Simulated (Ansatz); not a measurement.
| atom | x (Å) | y (Å) | z (Å) |
| --- | --- | --- | --- |
| O | 2.7382 | -0.0508 | -0.1526 |
| C | 1.4987 | -0.0514 | -0.0988 |
| C | 0.7164 | -1.0904 | -0.7354 |
| C | -0.6456 | -1.0845 | -0.6719 |
| C | -1.3139 | -0.0527 | 0.0235 |
| C | -2.7305 | -0.0534 | 0.0851 |
| N | -3.8835 | -0.0537 | 0.1353 |
| C | -0.5887 | 0.9797 | 0.6583 |
| C | 0.7736 | 0.9869 | 0.6033 |
| H | 1.2599 | -1.8668 | -1.2604 |
| H | -1.2315 | -1.8616 | -1.1480 |
| H | -1.1319 | 1.7562 | 1.1834 |
| H | 1.3598 | 1.7638 | 1.0792 |

⟨S²⟩ = 0.81, above the pure value of 0.75.

These are results of Ansatz 0.2.0, DFT PBE0, Gaussian basis def2-TZVPD, not measurements.

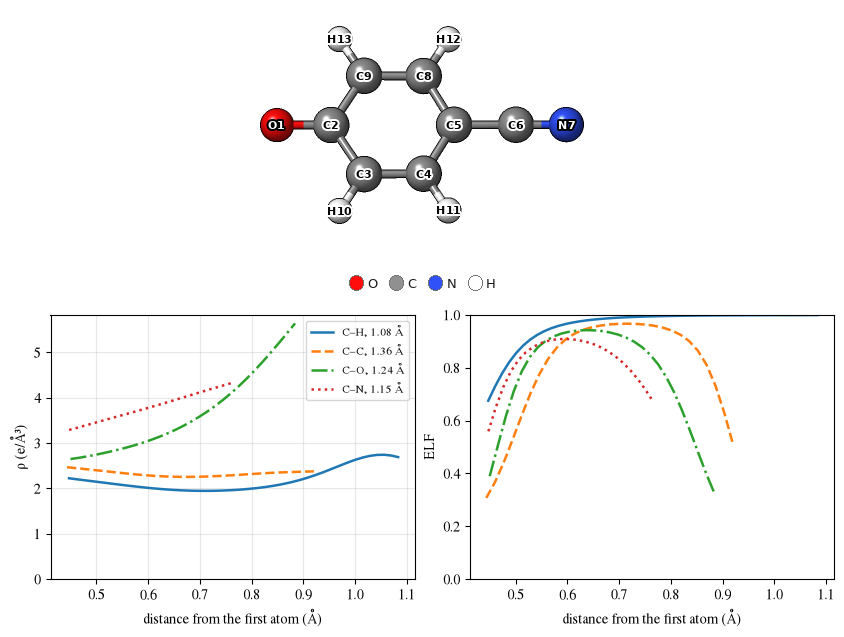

C₇H₄NO (cn) (doublet). Electron density and electron localisation function along straight lines between neighbouring atoms. The curves leave out the atomic cores. The structure is drawn too.

**What kind of bonding do the profiles show?**

C–H (1.08 Å): ρ is about 2.1 e/Å³ halfway; the ELF climbs to about 1 towards the hydrogen, as it does in any bond to H (an ordinary covalent bond to hydrogen).
C–C (1.36 Å): the density is about 2.3 e/Å³ at the midpoint; the ELF peaks at about 0.95 between the atoms, as expected for a covalent bond.
C–O (1.24 Å): the density is about 3.1 e/Å³ at the midpoint; the ELF peaks at about 0.95 between the atoms; a shared but strongly polarised pair.
C–N (1.15 Å): ρ is about 3.7 e/Å³ halfway; the ELF peaks at about 0.90 between the atoms: a multiple bond.
